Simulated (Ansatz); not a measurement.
ClF2GaH2Si

The calculation's input:

```
crystal:
  periodic: [false, false, false]
  atoms:
    - {symbol: Cl, position_ang: [0.613872, 0.543103, 1.182833]}
    - {symbol: F, position_ang: [1.657781, 0.356103, -1.449603]}
    - {symbol: F, position_ang: [-1.432178, -0.992438, 0.116887]}
    - {symbol: Ga, position_ang: [-1.729196, -0.606198, 1.955339]}
    - {symbol: Si, position_ang: [0.283139, -0.261160, -0.809583]}
    - {symbol: H, position_ang: [0.550727, -1.709672, -0.901236]}
    - {symbol: H, position_ang: [-0.743144, 0.478583, -1.569657]}
basis:
  gaussian:
    orbitals: def2-TZVPD
output:
  forces: true
  orbitals: {seedname: orbitals}
hamiltonian:
  xc: {name: PBE0}
```

Launched as:

```sh
ansatz run input.yaml --threads 2 --pin off --max-ram 4350MiB --events-out events.jsonl --progress --plain --runs-dir runs
```

Geometry: r2SCAN-D4/def2-SVP.

All numbers below come from Ansatz, isolated molecule in a Gaussian basis; Kohn-Sham density functional theory, functional PBE0.

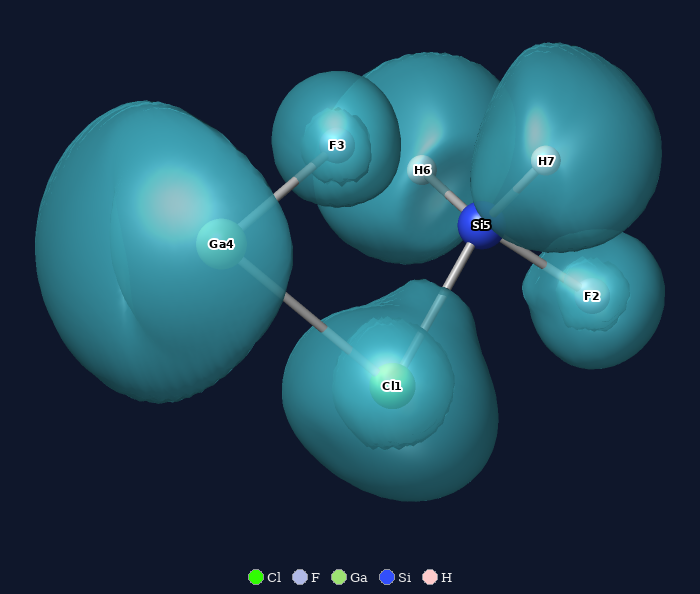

Figure 1. Isosurface of the ELF at 0.75 (cyan), seen at a tilt. Core shells and regions of very low density are left out.

What do the ELF domains correspond to?

Answer. The ELF exceeds this value in two regions around hydrogen nuclei, one region on Cl in which the atom's valence shell and bonds are merged, one lobe on Ga, pointing away from the bonds (lone pairs) and two regions wrapped around F (the valence shell of each).


Si–F (1.64 Å): the ELF peaks at about 0.85 in the valence shell of F, 0.6 Å from its nucleus, and is about 0.55 at the midpoint. Ga–F (1.90 Å): the ELF peaks at about 0.85 in the valence shell of F, 0.5 Å from its nucleus, and is about 0.15 at the midpoint.

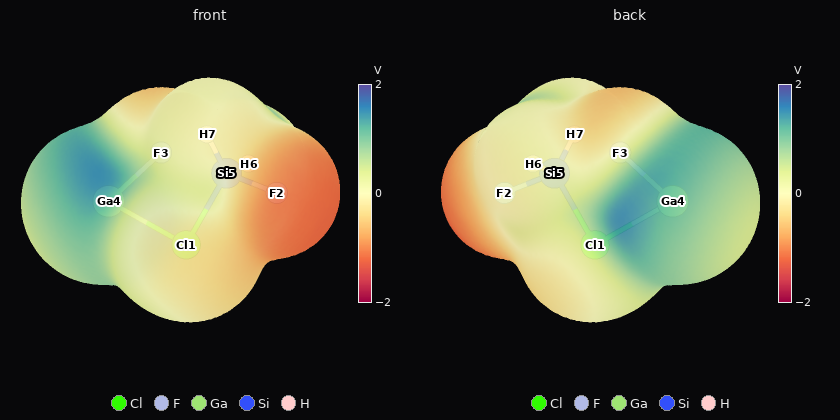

Figure 2. The molecular electrostatic potential painted on the density surface at 0.001 e/bohr³, seen from the front and from behind; red is negative and blue positive.

Describe the electrostatic potential map.

Answer. The most negative region (about −1.2 V) lies over F2, the most positive (about +1.5 V) over Ga4.

What dipole moment does the calculation give?

Answer. Its dipole moment is 3.50 D.

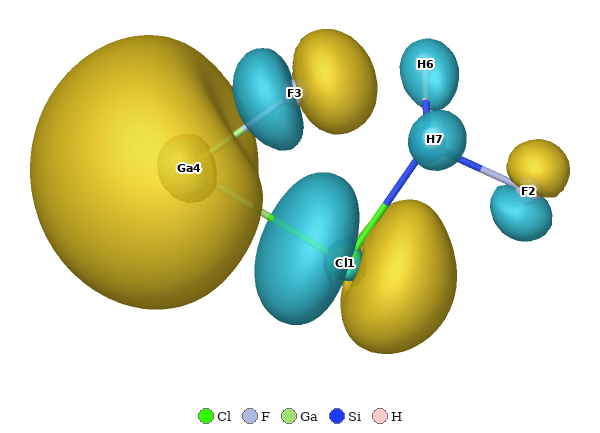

Figure 3. One frontier orbital at ±0.06 Å⁻³ᐟ² (yellow and cyan are the two phases), seen at a tilt.

Which orbital is it: HOMO or LUMO?

Answer. The HOMO, at −7.94 eV. Its weight (Hirshfeld) is mainly on Ga4 (about 70 %), Cl1 (about 15 %) and F3 (about 10 %).
